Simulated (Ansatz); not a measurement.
# Phonons of Bi (R-3m, 2 atoms in the cell) against volume

Aim: how do the optical modes of Bi (R-3m, 2 atoms in the cell) move with volume?

Method: DFT PBEsol, scalar-relativistic, plane waves, PAW; PAW set soft_1, in Ansatz 0.2.0.

**What experiment says.**

For Bi, rhombohedral (A7) (bulk bismuth, earlier work), “Exceptional electronic transport and quantum oscillations in thin bismuth crystals grown inside van der Waals materials” (2022, arxiv:2211.07681) quotes earlier work: Raman mode (Eg) 71 cm⁻¹ [rounded literature value for bulk bismuth]; Raman mode (A1g) 98 cm⁻¹ [rounded literature value for bulk bismuth].

This is a report of a sequence of runs, with most program output left out.

The database entry behind the starting cell lists a temperature near 78 K, so it need not match the best structure at ambient conditions.

### 1. The starting structure

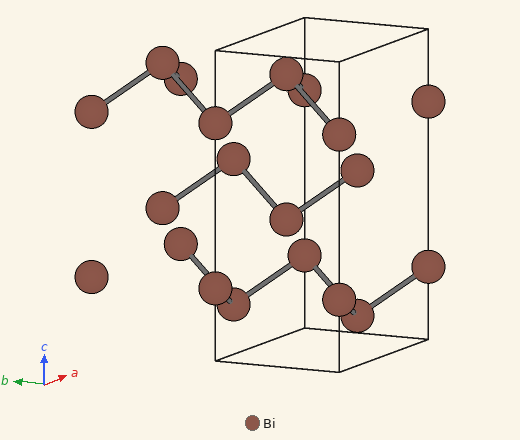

Start, viewed from a free direction; bismuth brown. 1×2×1 cells are drawn. This picture shows the conventional cell, with its axes. Bonds to atoms that aren't drawn are left out. Some periodic images of atoms are drawn too.

### 2. Relaxation

Harmonic phonons are second derivatives at a point where the forces vanish, and they are wanted at zero stress, so atoms and cell are relaxed first.

Input file input.yaml:

```yaml
crystal:
  lattice:
    - [2.2675, 1.3091417354, 3.938]
    - [-2.2675, 1.3091417354, 3.938]
    - [0.0, -2.6182834708, 3.938]
  atoms:
    - { symbol: Bi, position: [0.234, 0.234, 0.234] }
    - { symbol: Bi, position: [0.766, 0.766, 0.766] }
kpoints:
  mp_grid: { grid: [12, 12, 12] }
hamiltonian:
  xc: pbesol
  pseudopotentials: { kind: paw, azcp: { folder: soft_1 }, xc_functional: pbe }
scf:
  occupations: { method: gaussian, width: 0.1 }
output:
  forces: true
  stress: true
  eigenvalues: true
  write_density: true
  write_potential: true
  elf: true
  volumetric_format: npy
relax:
  adjacent_minimum: "off"
  f_tol: 0.005
  max_steps: 80
  cell: { stress_tol: 0.05 }
```

Run with:

```bash
$ ansatz run input.yaml --threads 4 --pin off --max-ram 10240MiB --backend cpu --events-out ev --progress --plain --runs-dir out
```

Wall time 65 s (4 threads of Intel Xeon at 2.50GHz (Skylake/Cascade Lake), shared host); peak memory 0.55 GiB; 2.6 min of CPU time.

Step by step:

```
step  energy less that of the first step (eV)  largest force component (eV/Å)  pressure (GPa)  volume (Å³)
   1                                   0.0000                          0.1576           -0.22        70.14
   2                                  -0.0042                          0.0404           -0.25        69.39
   3                                  -0.0053                          0.0106            0.05        68.99
   4                                  -0.0057                          0.0146            0.02        68.94
   5                                  -0.0058                          0.0016            0.00        68.89
  6*                                  -0.0057                          0.0016            0.00        68.89
```

Relaxation steps marked * repeat the geometry before them on a plane-wave basis chosen anew for their cell, so energy and pressure can jump there.

Forces are held to the 12 operations that the run works with; a distortion that breaks them can't arise in this run.

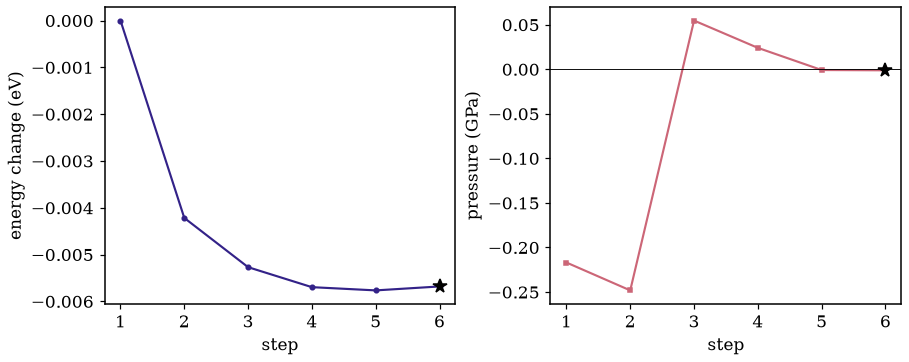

Energy and pressure along the relaxation. Stars mark steps on a basis chosen anew.

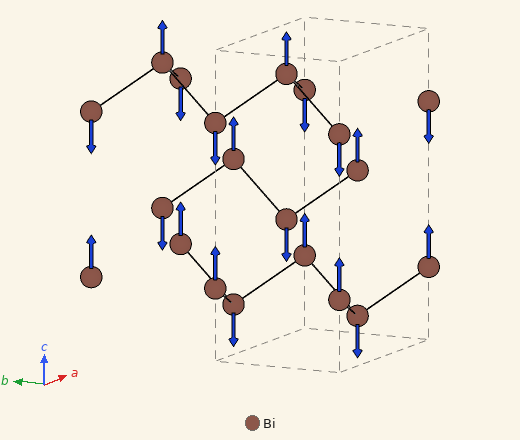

Displacements in the relaxation, exaggerated, measured against the changing cell; the longest in the cell stands for 0.03 Å. Bonds to atoms that aren't drawn are left out. 1×2×1 conventional cells are drawn. Some periodic images of atoms are drawn too.

```
conventional cell, symmetrised  before   after  change
                         a (Å)   4.535   4.525  -0.2 %
                         b (Å)   4.535   4.525  -0.2 %
                         c (Å)  11.814  11.654  -1.4 %
              volume (Å³/atom)   35.07   34.44  -1.8 %
```

The atoms that moved most (Å, as changes of fractional coordinates times the final cell):

```
atom     dx     dy      dz  length
 Bi1  0.000  0.000   0.032   0.032
 Bi2  0.000  0.000  -0.032   0.032
```

Final coordinates:

```xyz
2
Lattice="2.2625 1.3063 3.8847 -2.2625 1.3063 3.8847 0.0000 -2.6125 3.8847" Properties=species:S:1:pos:R:3 pbc="T T T"
Bi    0.0000    0.0000    2.7587
Bi    0.0000    0.0000    8.8953
```

This step gave:

```yaml
pressure: -0.001168 GPa
volume_per_atom: 34.44 Å³
gap_on_the_k_mesh: 0 eV
```

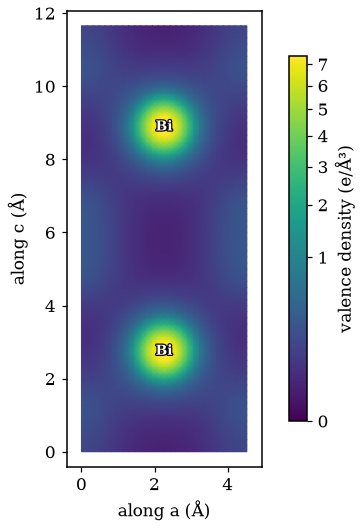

Valence density in the ac plane of the conventional cell at fractional y = 0.000, with atoms of Bi within 0.2 Å of it. It is the smooth field of the valence electrons, not physical close to the nuclei. The map starts off the cell's origin, so that atoms lie inside it. The colour scale is stretched toward low values.

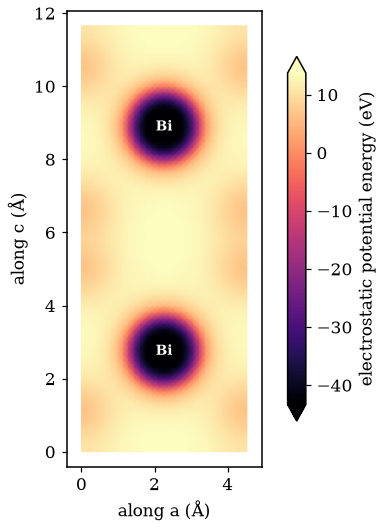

Electrostatic potential energy in the ac plane of the conventional cell at fractional y = 0.000, with atoms of Bi within 0.2 Å of it. With pseudopotentials it is smooth inside the atoms' cores, unlike the true potential. The map starts off the cell's origin, so that atoms lie inside it.

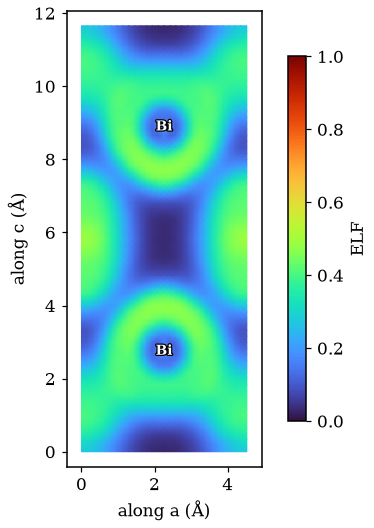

ELF in the ac plane of the conventional cell at fractional y = 0.000, with atoms of Bi within 0.2 Å of it. It is the smooth field of the valence electrons, not physical close to the nuclei. The map starts off the cell's origin, so that atoms lie inside it.

In this step the volume went from 35.07 to 34.44 Å³/atom.

### 3. Tight relaxation

Phonons need small forces and stress, so the relaxation is finished with tight tolerances on 12×12×12 k points.

input.yaml, the sections that differ from step 2:

```yaml
crystal:
  lattice:
    - [2.2625247009, 1.3062692451, 3.8846576756]
    - [-2.2625247009, 1.3062692451, 3.8846576756]
    - [0.0, -2.6125384902, 3.8846576756]
  atoms:
    - { symbol: Bi, position: [0.2367178723, 0.2367178723, 0.2367178723] }
    - { symbol: Bi, position: [0.7632821277, 0.7632821277, 0.7632821277] }
scf:
  occupations: { method: methfessel_paxton, width: 0.2 }
output:
  forces: true
  stress: true
  eigenvalues: true
relax:
  adjacent_minimum: "off"
  f_tol: 0.001
  max_steps: 60
  cell: { stress_tol: 0.01 }
# kpoints, hamiltonian: as in step 2
```

Run time: 44 s. Hardware: 4 threads; peak memory 0.55 GiB; 99 s of CPU time.

Little changed from the start: no atom moved by 0.005 Å and no cell edge by 0.1 %.

Numbers from this step:

| Item | Value |
| --- | --- |
| pressure | 3.54e-4 GPa |

The largest force component left is 0.0097 meV/Å and the pressure is 0.000 GPa, within the tolerances set. The cell now holds 34.44 Å³/atom.

### 4. Modes at rest

The force constants come from the linear response of the density to a displacement.

The modes at rest are the reference of the series.

input.yaml, the sections that differ from step 3:

```yaml
crystal:
  lattice:
    - [2.2627717437, 1.3064118753, 3.8839034321]
    - [-2.2627717437, 1.3064118753, 3.8839034321]
    - [0.0, -2.6128237507, 3.8839034321]
  atoms:
    - { symbol: Bi, position: [0.2366794568, 0.2366794568, 0.2366794568] }
    - { symbol: Bi, position: [0.7633205432, 0.7633205432, 0.7633205432] }
output:
  eigenvalues: true
phonons:
  method: dfpt
# kpoints, hamiltonian, scf: as in step 3
# relax: removed
```

It took 2.1 min on 4 threads; peak memory 1.8 GiB; 4.8 min of CPU time.

Numbers from this step:

```yaml
sum_rule_residual_before_enforcement: 2.06e-5 eV/Å²
point_group: -3m
highest_optical_mode_at_the_zone_centre_no_lo_to_term: 99.19 cm⁻¹
lowest_optical_zone_centre_mode: 65.25 cm⁻¹
```

Patterns of degenerate modes are one choice out of their space. Modes at Γ:

```
mode  frequency (cm⁻¹)  symmetry
   1               0.0  acoustic
   2               0.0  acoustic
   3               0.0  acoustic
   4              65.2        Eg
   5              65.2        Eg
   6              99.2       A1g
```

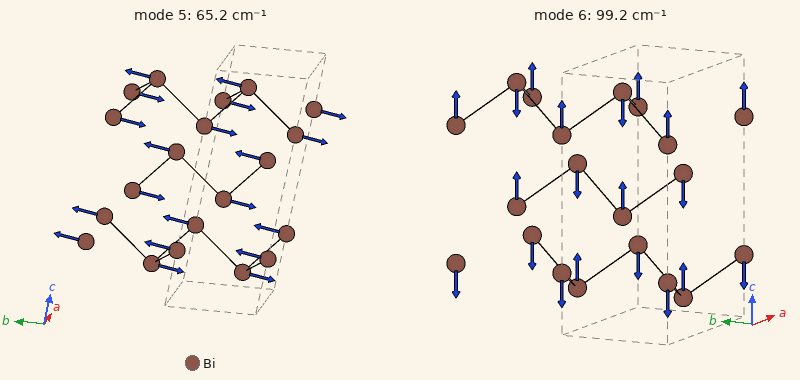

Displacement patterns of modes 5 and 6 at Γ; arrows are exaggerated. Bonds to atoms that aren't drawn are left out. 1×2×1 conventional cells are drawn. Some periodic images of atoms are drawn too.

Before it was imposed, the acoustic sum rule was missed by 2.1e-5 eV/Å². Small misses are needed for a sound result but don't prove that mesh and cutoff are converged. The lowest optical mode is real, 65.2 cm⁻¹.

### 5. A member of the series: 1.06 times the volume at rest

The cell is set to 1.06 times the volume at rest, and shape and atoms relax at that volume.

input.yaml, the sections that differ from step 4:

```yaml
crystal:
  lattice:
    - [2.2930250917, 1.323878654, 4.0090194943]
    - [-2.2930250917, 1.323878654, 4.0090194943]
    - [0.0, -2.647757308, 4.0090194943]
  atoms:
    - { symbol: Bi, position: [0.2345552383, 0.2345552383, 0.2345552383] }
    - { symbol: Bi, position: [0.7654447617, 0.7654447617, 0.7654447617] }
output:
  forces: true
  stress: true
  eigenvalues: true
relax:
  adjacent_minimum: "off"
  f_tol: 0.001
  max_steps: 60
  cell: { stress_tol: 0.01, fix: [volume] }
# kpoints, hamiltonian, scf: as in step 4
# phonons: removed
```

It took 53 s on 4 threads; peak memory 0.56 GiB; 2.5 min of CPU time.

Relaxation path:

```
step  energy less that of the first step (eV)  largest force component (eV/Å)  pressure (GPa)  volume (Å³)
   1                                   0.0000                          0.0800           -2.08        73.02
   2                                  -0.0009                          0.0178           -1.83        73.02
   3                                  -0.0012                          0.0020           -1.83        73.02
   4                                  -0.0012                          0.0168           -1.71        73.02
   5                                  -0.0013                          0.0006           -1.78        73.02
  6*                                  -0.0013                          0.0006           -1.78        73.02
```

Relaxation steps marked * repeat the geometry before them on a plane-wave basis chosen anew for their cell, so energy and pressure can jump there.

Forces are held to the 12 operations that the run works with; a distortion that breaks them can't arise in this run.

```
conventional cell, symmetrised  before   after  change
                         a (Å)   4.586   4.569  -0.4 %
                         b (Å)   4.586   4.569  -0.4 %
                         c (Å)  12.027  12.117  +0.8 %
              volume (Å³/atom)   36.51   36.51  +0.0 %
```

The atoms that moved most (Å, as changes of fractional coordinates times the final cell):

```
atom     dx     dy      dz  length
 Bi1  0.000  0.000  -0.014   0.014
 Bi2  0.000  0.000   0.014   0.014
```

The relaxed structure:

```xyz
2
Lattice="2.2845 1.3189 4.0391 -2.2845 1.3189 4.0391 0.0000 -2.6379 4.0391" Properties=species:S:1:pos:R:3 pbc="T T T"
Bi    0.0000    0.0000    2.8287
Bi    0.0000    0.0000    9.2888
```

This step gave:

* pressure: -1.776 GPa
* volume per atom: 36.51 Å³

The largest force component left is 0.59 meV/Å, at a pressure of -1.78 GPa.

### 6. Modes of this member: 1.06 times the volume at rest

The zone-centre modes follow for 1.06 times the volume at rest.

input.yaml, the sections that differ from step 5:

```yaml
crystal:
  lattice:
    - [2.284456716, 1.3189317, 4.0391493761]
    - [-2.284456716, 1.3189317, 4.0391493761]
    - [0.0, -2.6378633999, 4.0391493761]
  atoms:
    - { symbol: Bi, position: [0.2334373849, 0.2334373849, 0.2334373849] }
    - { symbol: Bi, position: [0.7665626151, 0.7665626151, 0.7665626151] }
output:
  eigenvalues: true
phonons:
  method: dfpt
# kpoints, hamiltonian, scf: as in step 5
# relax: removed
```

Wall time 2.3 min (4 threads); peak memory 1.9 GiB; 5.9 min of CPU time.

This step gave:

```yaml
sum_rule_residual_before_enforcement: 1.37e-5 eV/Å²
highest_optical_mode_at_the_zone_centre_no_lo_to_term: 101.3 cm⁻¹
lowest_optical_zone_centre_mode: 71.9 cm⁻¹
```

Patterns of degenerate modes are one choice out of their space. Modes at Γ:

```
mode  frequency (cm⁻¹)  symmetry
   1               0.0  acoustic
   2               0.0  acoustic
   3               0.0  acoustic
   4              71.9        Eg
   5              71.9        Eg
   6             101.3       A1g
```

The lowest optical mode is real, 71.9 cm⁻¹, and the highest lies at 101.3 cm⁻¹.

Between step 4 and this run (volume ratio 1.06) the value for the highest optical mode at the zone centre (no LO-TO term) moves from 99.2 cm⁻¹ to 101 cm⁻¹ (+2 %).

### 7. A member of the series: 0.9 times the volume at rest

The cell is set to 0.9 times the volume at rest, and shape and atoms relax at that volume.

input.yaml, the sections that differ from step 6:

```yaml
crystal:
  lattice:
    - [2.2043012066, 1.272653895, 3.6834141288]
    - [-2.2043012066, 1.272653895, 3.6834141288]
    - [0.0, -2.54530779, 3.6834141288]
  atoms:
    - { symbol: Bi, position: [0.240649532, 0.240649532, 0.240649532] }
    - { symbol: Bi, position: [0.759350468, 0.759350468, 0.759350468] }
output:
  forces: true
  stress: true
  eigenvalues: true
relax:
  adjacent_minimum: "off"
  f_tol: 0.001
  max_steps: 60
  cell: { stress_tol: 0.01, fix: [volume] }
# kpoints, hamiltonian, scf: as in step 6
# phonons: removed
```

Wall time 42 s (4 threads); peak memory 0.52 GiB.

The steps of the relaxation:

```
step  energy less that of the first step (eV)  largest force component (eV/Å)  pressure (GPa)  volume (Å³)
   1                                   0.0000                          0.0715            5.78        62.00
   2                                  -0.0007                          0.0085            5.58        62.00
   3                                  -0.0008                          0.0011            5.59        62.00
   4                                  -0.0008                          0.0006            5.59        62.00
  5*                                  -0.0008                          0.0006            5.59        62.00
```

Relaxation steps marked * repeat the geometry before them on a plane-wave basis chosen anew for their cell, so energy and pressure can jump there.

The run keeps the 12 symmetry operations that it works with, so distortions that break them were not tested.

```
conventional cell, symmetrised  before   after  change
                         a (Å)   4.409   4.415  +0.2 %
                         b (Å)   4.409   4.415  +0.2 %
                         c (Å)  11.050  11.016  -0.3 %
              volume (Å³/atom)   31.00   31.00  -0.0 %
```

The atoms that moved most (Å, as changes of fractional coordinates times the final cell):

```
atom     dx     dy      dz  length
 Bi1  0.000  0.000   0.011   0.011
 Bi2  0.000  0.000  -0.011   0.011
```

The relaxed structure:

```cif
data_structure
_symmetry_space_group_name_H-M 'P 1'
_symmetry_Int_Tables_number 1
_cell_length_a 4.4702
_cell_length_b 4.4702
_cell_length_c 4.4702
_cell_angle_alpha 59.192
_cell_angle_beta 59.192
_cell_angle_gamma 59.192
_cell_volume 62.00
loop_
_atom_site_label
_atom_site_type_symbol
_atom_site_fract_x
_atom_site_fract_y
_atom_site_fract_z
_atom_site_occupancy
Bi1 Bi 0.24164 0.24164 0.24164 1
Bi2 Bi 0.75836 0.75836 0.75836 1
```

This step gave:

| Quantity | Value |
| --- | --- |
| pressure | 5.591 GPa |
| volume per atom | 31.00 Å³ |

The largest force component left is 0.56 meV/Å, at a pressure of 5.59 GPa.

[end of part 1 of 2]

[Logs are printed without paths, hosts, clocks, repeated set-up lines and the standing remarks that a program may print on its own settings, such as how far it seeks lower states.]

[Hosts, paths, dates, database ids (printed as entryN), source tags and the programs' standing remarks are cut or masked in the printed files.]
